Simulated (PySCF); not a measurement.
Vertical excitations of a molecule C₅H₉B from TDA-PBE/def2-SVPD (PySCF), as energy in eV (oscillator strength): 4.14 (0.000), 5.16 (0.000), 5.61 (0.090), 5.74 (0.003), 5.90 (0.025), 6.42 (0.023), 6.57 (0.000), 7.13 (0.010), 7.22 (0.007), 7.25 (0.041). Lowest triplet (TDA): 3.82 eV. Coordinates come from a B3LYP-D3(BJ)/def2-SVP optimisation. The values are those of a single conformer.

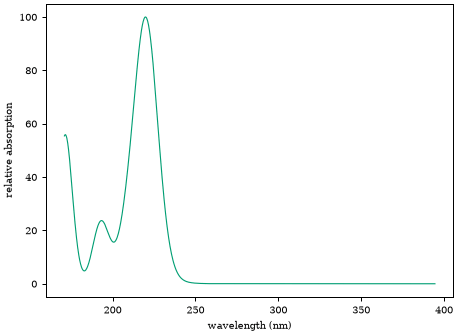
Fig. 1. The lines broadened by 0.4 eV.

Which molecule gave these data?
(A) CB1C=C(C)C1
(B) C=C1CCB1C
(C) C#CB(C)CC
(D) C=CB(C)C=C

C, C#CB(C)CC
